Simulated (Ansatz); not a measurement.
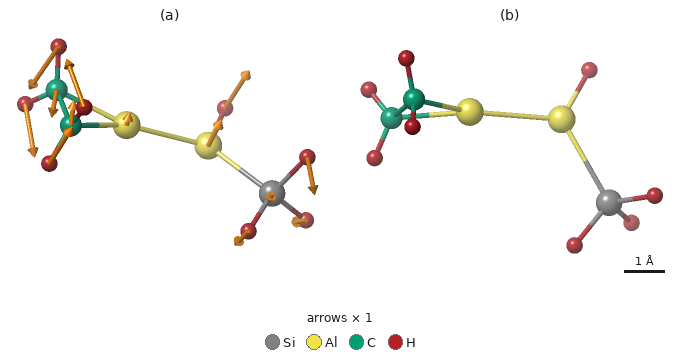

The structure of C2H8Al2Si (coarse preliminary run) before (left) and after (right) a relaxation, at one scale. The orange arrows give the displacements, at their true length.

A ball-and-stick model, seen from a free direction.

The start comes from a force field.

All numbers below come from RKS PBE-D4/def2-SVP (Ansatz 0.2.0). (force threshold 0.03 eV/Å; at most 200 steps)

### What changed between the two?

The largest move after the best rigid fit is that of an H atom, 1.67 Å. By element the largest moves are H 1.67 Å, Al 0.93 Å, C 0.74 Å, Si 0.33 Å. Some distances before and after: Al–Si 2.296 → 2.463 Å, H–Si 1.440 → 1.511 Å, C–H 1.058 → 1.105 Å, C–C 1.468 → 1.515 Å. Among the angles between lasting bonds that change: H–C–H 120.0° → 112.2°, Al–C–H 111.3° → 117.2°, Al–Al–C 160.6° → 155.4°. Over 16 geometry steps the energy falls by 20.0 kcal/mol. The largest force component goes from 1.8 to 0.028 eV/Å. The forces were under the threshold at step 13, but the run went on from there.
